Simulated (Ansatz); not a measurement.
```yaml
atoms:
  - { symbol: Zr, position_ang: [-0.1487, 0.1870, -0.1076] }
  - { symbol: Cl, position_ang: [-0.1761, 0.2550, 2.2774] }
  - { symbol: Cl, position_ang: [2.0301, 0.2672, -1.0655] }
  - { symbol: N, position_ang: [-1.1732, 1.7965, -0.7769] }
  - { symbol: H, position_ang: [-2.0361, 1.8210, -1.3307] }
  - { symbol: H, position_ang: [-0.8765, 2.7650, -0.5972] }
  - { symbol: N, position_ang: [-1.1920, -1.3985, -0.7944] }
  - { symbol: H, position_ang: [-1.9265, -1.8962, -0.2744] }
  - { symbol: H, position_ang: [-0.9957, -1.9217, -1.6575] }
  - { symbol: H, position_ang: [2.0528, -2.7448, 1.6086] }
  - { symbol: H, position_ang: [1.6271, -2.2489, 2.0151] }
```

Core potentials replace the inner electrons of Zr.

All numbers below come from Ansatz 0.2.0, RKS PBE/def2-SVP.

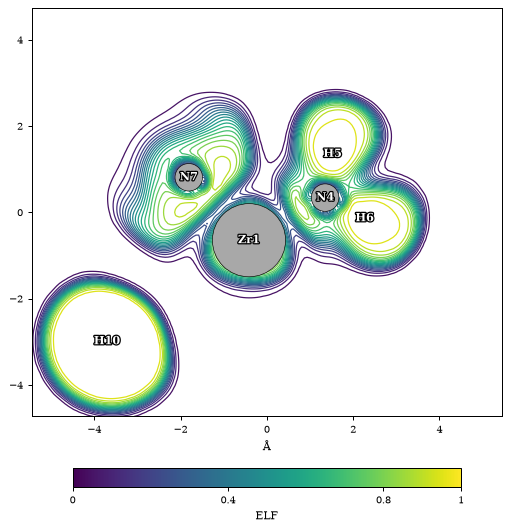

Cl$_{2}$H$_{4}$N$_{2}$Zr···H$_{2}$. ELF on the plane of atoms Zr1, N4 and H6. Grey discs cover the atomic cores.

> Describe what can be read from this map.

The section cuts through Zr, N and H sites.
Zr–N (2.02 Å): the ELF peaks at about 0.90 in the valence shell of N, 0.6 Å from its nucleus, and drops to about 0.30 between the two atoms.
N–H (1.03 Å): the ELF climbs to about 1 towards the hydrogen, as it does in any bond to H: a covalent bond by its length.
